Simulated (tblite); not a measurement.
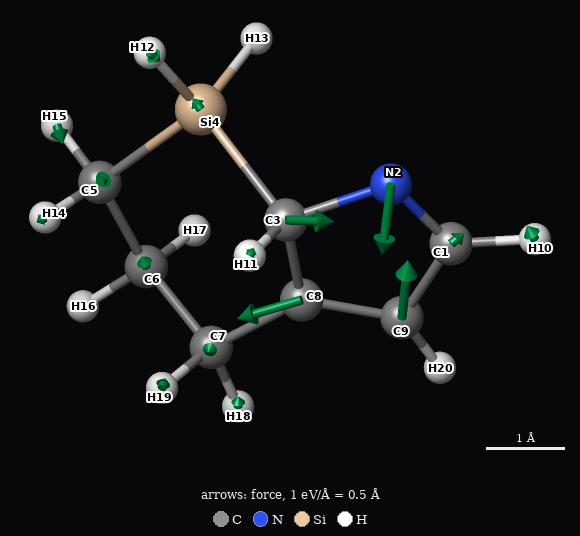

Starting geometry of C₇H₁₁NSi with the computed forces as green arrows. A ball-and-stick model, seen at a tilt.

Theory: GFN2-xTB geometry optimisation, gas phase (tblite 0.8.0). 

Q: What follows when this structure is relaxed?

A: It isn't relaxed: the largest force vector, on N2, is 2.04 eV/Å. The final displacements have little in common with the starting forces (cosine between the two patterns 0.19). After 59 geometry steps the energy has fallen by 29.0 kJ/mol. The largest moves after the best rigid fit, 0.43 Å, are those of H13 and H20. By element the largest moves are H 0.43 Å, C 0.25 Å, N 0.25 Å, Si 0.16 Å. Near-neighbour distances that change, for instance: N2–C3 1.474 → 1.417 Å, C1–C9 1.462 → 1.430 Å, Si4–H12 1.489 → 1.462 Å, C3–C8 1.500 → 1.475 Å. Among the angles between lasting bonds that change: Si4–C3–C8 111.6° → 103.0°, C8–C3–H11 109.6° → 117.6°, C9–C1–H10 118.7° → 125.8°.
